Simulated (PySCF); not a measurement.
```xyz
16

C    -2.3317    0.9604    0.3027
C    -0.8808    0.7949   -0.1413
Si   -0.0411   -0.7183    0.6338
Br   -1.2640   -2.5157    0.0888
C     1.6728   -1.0569   -0.1306
C     2.5587    0.0468    0.3096
O     2.1950    0.8983    1.0768
H    -2.3947    1.0815    1.3817
H    -2.7759    1.8379   -0.1627
H    -2.9247    0.0917    0.0229
H    -0.8525    0.7185   -1.2326
H    -0.3171    1.6896    0.1252
H    -0.0030   -0.7517    2.0887
H     2.0963   -2.0013    0.2179
H     1.6707   -1.1182   -1.2209
H     3.5844    0.0515   -0.1040
```

Geometry: GFN2-xTB.

Theory: CAM-B3LYP/def2-SVPD, SCF density, gas phase (PySCF).

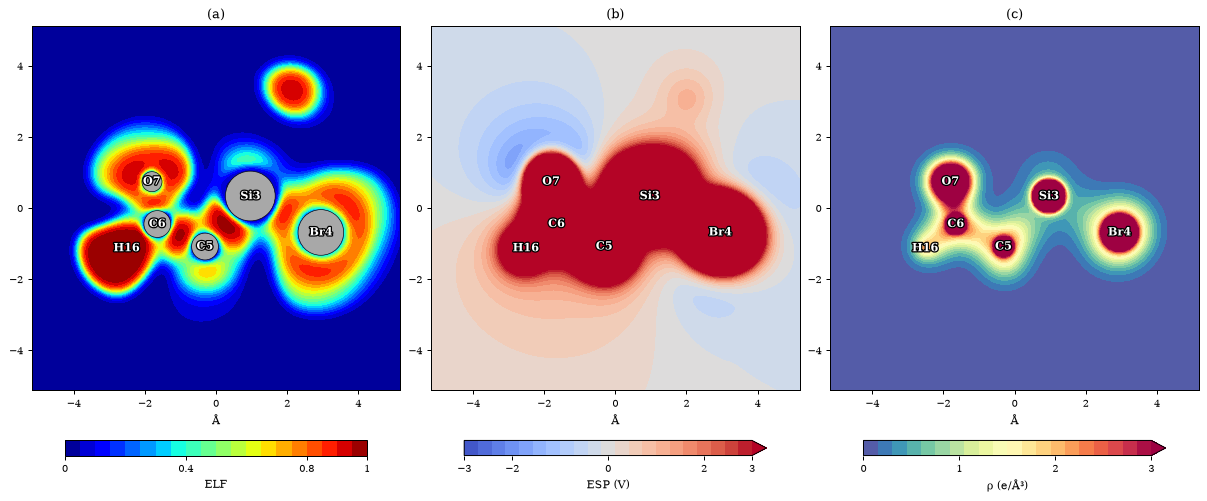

C$_{4}$H$_{9}$BrOSi. (a) ELF; (b) electrostatic potential; (c) total electron density on the plane of atoms Si3, C5 and C6. Grey discs cover the atomic cores in the ELF map.

**Describe what can be read from this map.**

The plane passes through Si, Br, C, O and H nuclei.
C–O (1.20 Å): ρ at the midpoint is about 3.4 e/Å³; the ELF peaks at about 0.85 between the atoms (a multiple bond).
C–C (1.48 Å): ρ is about 1.8 e/Å³ halfway; the ELF peaks at about 0.95 between the atoms (a shared electron pair).
C–Si (1.91 Å): the density is about 0.94 e/Å³ at the midpoint; the ELF peaks at about 1 between the atoms, as expected for a shared electron pair.
Si–Br (2.24 Å): the density is about 0.75 e/Å³ at the midpoint; the ELF peaks at about 0.90 between the atoms, as expected for a polar covalent bond.
C–H (1.11 Å): ρ is about 2 e/Å³ halfway; the ELF climbs to about 1 towards the hydrogen, as it does in any bond to H (a covalent bond by its length).
The ELF also peaks beside Br4 and O7, away from the bonds: lone-pair regions.
Outside the dense part of the molecule the potential is most negative (−1.7 V) near O7.
